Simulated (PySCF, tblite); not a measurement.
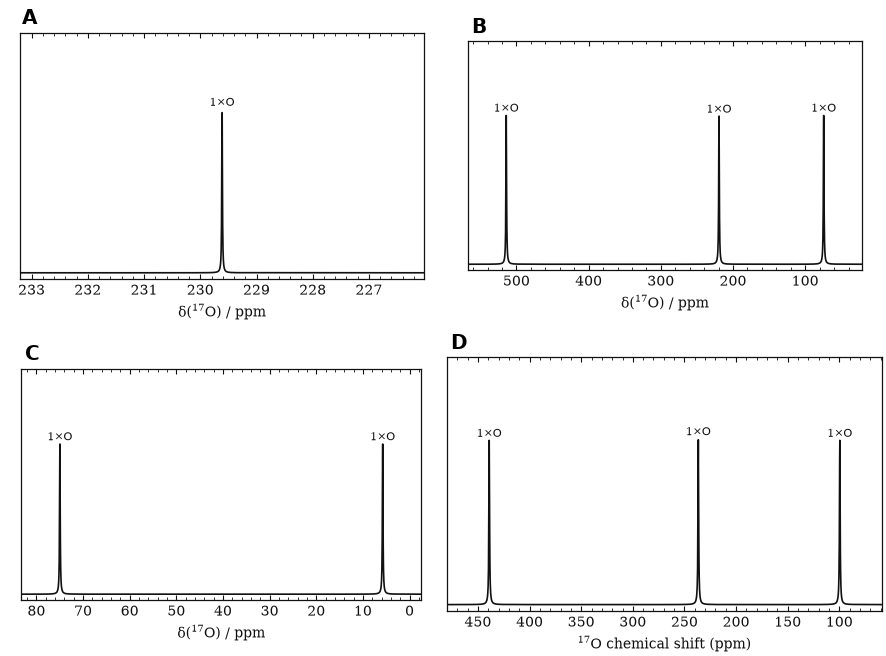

GIAO shifts, PBE0/pcSseg-1, PySCF 2.14.0, at a GFN2-xTB geometry (a minimum by its frequencies), against H₂O for ¹⁷O computed at the same level (¹⁷O: a single water molecule, while the usual scale starts at liquid water and gives values some tens of ppm lower). Gas phase, fully decoupled, line heights follow the number of nuclei, widths are arbitrary (no quadrupolar broadening); values of one conformer, averaged over methyl-type rotors and exact or near symmetry; other conformers aren't averaged in.

Assign the panels.
1. C₃H₄O₃S₂Si, SMILES O=CO[Si]1(O)SC=CS1
2. C₄H₆O₃S₂Si, SMILES COC(=O)[Si]1(O)SC=CS1
3. C₄H₈O₂S₂Si, SMILES COC[Si]1(O)SC=CS1
4. C₄H₁₁BOSi, SMILES [SiH3]C[C@@H]1CBOC1

A: 4 (229.6 (1 O) ppm)
B: 2 (514.1 (1 O), 219.4 (1 O), 74.4 (1 O) ppm)
C: 3 (75.0 (1 O), 5.8 (1 O) ppm)
D: 1 (439.0 (1 O), 236.6 (1 O), 99.6 (1 O) ppm)

Caveats, for all or some of the runs: the tight-binding geometry is rougher than a DFT one and adds to the error.
